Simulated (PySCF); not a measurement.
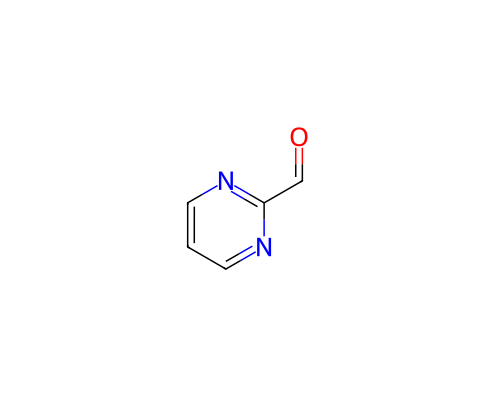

2D structure.

**Give its SMILES.**

O=Cc1ncccn1

**What is the molecular formula?**

C5H4N2O.

**An optimisation with GFN2-xTB gave a structure of which point group?**

Cs. Other conformers may differ.

More results for the same structure follow; atom numbers are the same in all pictures, views and colours differ. The geometry was computed by an optimisation with GFN2-xTB. No frequency run is at hand to confirm it as a minimum.

**Electronic properties**

No frequency run is at hand to confirm it as a minimum. Level of theory: PBE0/def2-SVPD, gas phase (PySCF 2.14.0). Excitations: vertical, linear response.

**What is the HOMO energy (Kohn–Sham orbital)?**

−7.76 eV.

**What is the LUMO energy (Kohn–Sham orbital)?**

−2.55 eV.

**Estimate the lowest vertical singlet excitation.**

3.32 eV.

**Give the brightest of the 6 lowest singlets at this level.**

5.68 eV.

**Ring current**

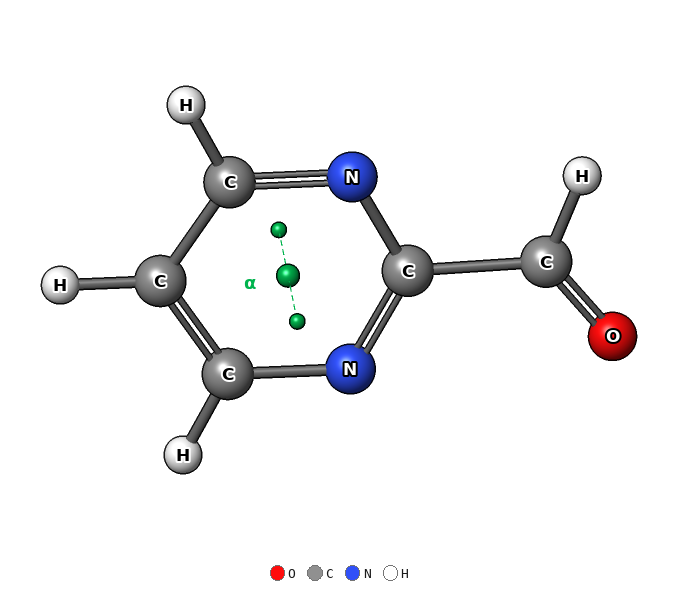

The small points mark where nucleus-independent chemical shifts (NICS) were computed: at the centre of each lettered ring and 1 Å above and below it. No frequency run is at hand to confirm it as a minimum. Level of theory: GIAO PBE0/pcSseg-1 NMR shielding, non-relativistic, gas phase (PySCF 2.14.0).

Give NICS(0), NICS(1) and the out-of-plane component NICS(1)zz for each ring (means of the two sides).

```json
{"ring": "α", "members": "C4N2", "NICS(0)": "−6.3", "NICS(1)": "−11.3", "NICS(1)zz": "−27.9"}
```

Values in ppm.

**What do the values say about the ring currents?**

Ring α: diatropic, as in an aromatic ring. NICS is one index among several.

**Dipole moment**

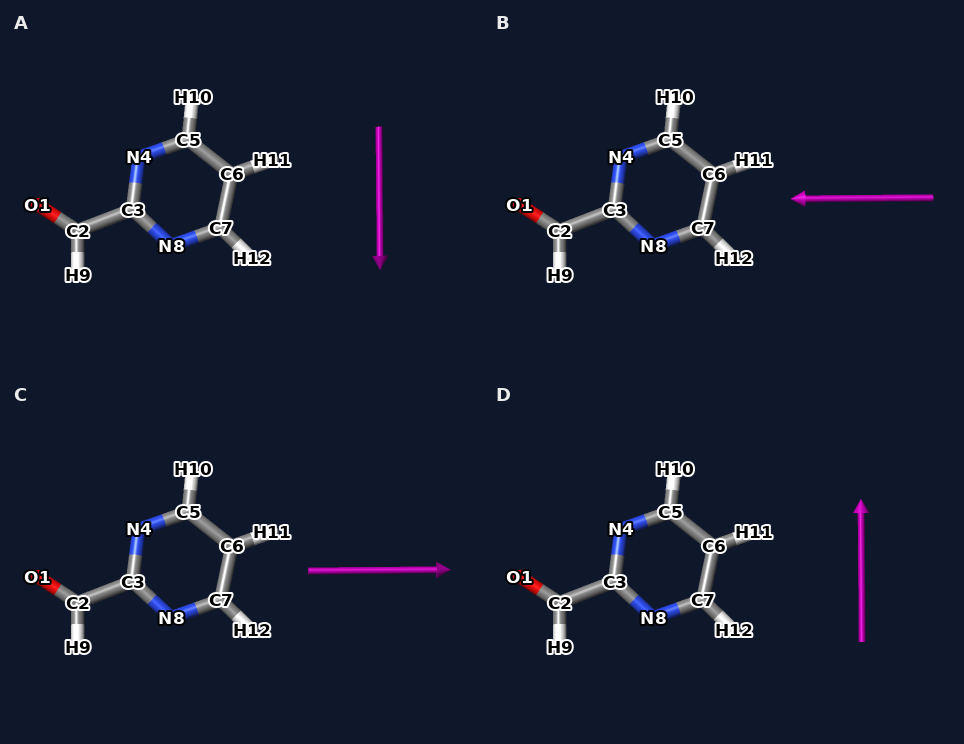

The same molecule four times, each with an arrow. No frequency run is at hand to confirm it as a minimum. Level of theory: PBE0/pcSseg-1, gas phase (PySCF 2.14.0).

**Which arrow points along the dipole moment, from the negative to the positive end?**

C. The dipole moment is 4.94 D; it points from the side of O1 to the side of H11 (the outermost atoms at the two ends).
